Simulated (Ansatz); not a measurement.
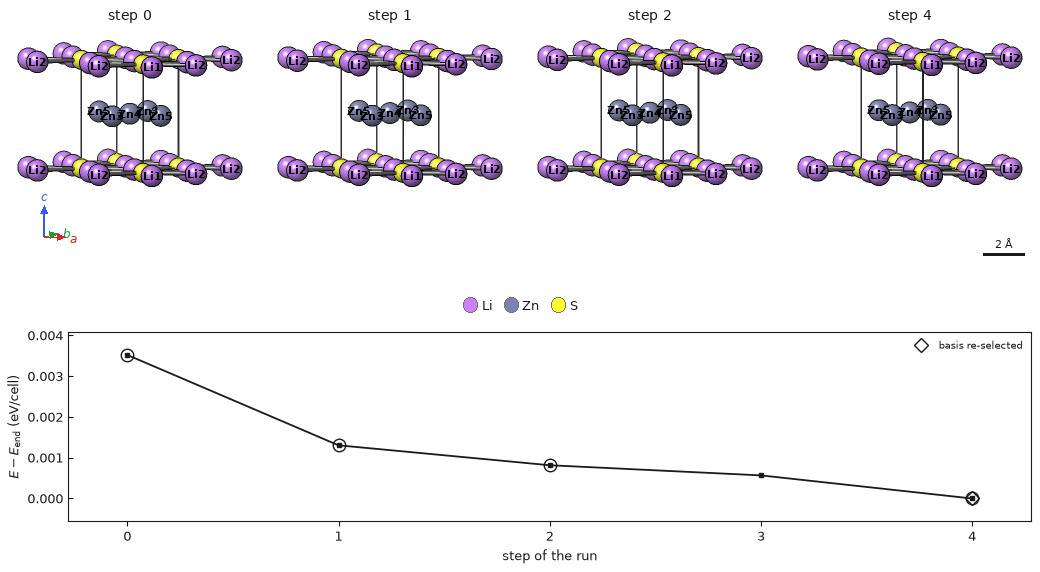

Frames of a relaxation of crystalline Li$_{2}$Zn$_{3}$S (a generated structure, set up in P6/mmm), marked on the history of the run. The picture is a ball-and-stick view of the cell of the calculation, seen from a free direction.

Computed with DFT PBE, scalar-relativistic, plane waves, PAW in Ansatz 0.2.0. (plane-wave cutoff 420 eV; k-point mesh 12 × 12 × 8; occupations gaussian; smearing width 0.1 eV; no spin polarisation; cell and atoms relaxed; force threshold 0.01 eV/Å; at most 80 steps)

**Describe the path.**

After 3 accepted moves (4 points after the start) the energy has fallen by 3.5 meV per cell of the calculation. All forces vanish by symmetry, so only the cell relaxes. The pressure goes from 0.30 to 0.02 GPa. At 1 point the geometry stayed and the basis and grid were re-selected for the new cell (energy shift of 0.6 meV per cell of the calculation at most each time). The atoms keep their places relative to the cell (all moves are under 0.005 Å). The drawn cell changes as follows: a = b 4.827 → 4.821 Å (−0.1 %), c 5.342 → 5.463 Å (+2.3 %); the volume changes by +2.0 %. The space group stays P6/mmm (No. 191). The run took 94 s on 1 thread of Arm Neoverse V2 (shared host), peak memory 0.54 GiB. From step 0 to 1: volume +1.2 %, energy −2.2 meV per cell of the calculation. From step 1 to 2: volume +0.7 %, energy −0.5 meV per cell of the calculation. From step 2 to 4: energy −0.8 meV per cell of the calculation.

| step | E − E(0), meV/atom | pressure, GPa | volume, Å³/atom | note |
| --- | --- | --- | --- | --- |
| 0 | 0.00 | 0.30 | 17.966 |  |
| 1 | -0.37 | 0.03 | 18.183 |  |
| 2 | -0.45 | -0.08 | 18.314 |  |
| 3 | -0.49 | 0.02 | 18.324 |  |
| 4 | -0.59 | 0.02 | 18.324 | same geometry, new basis |
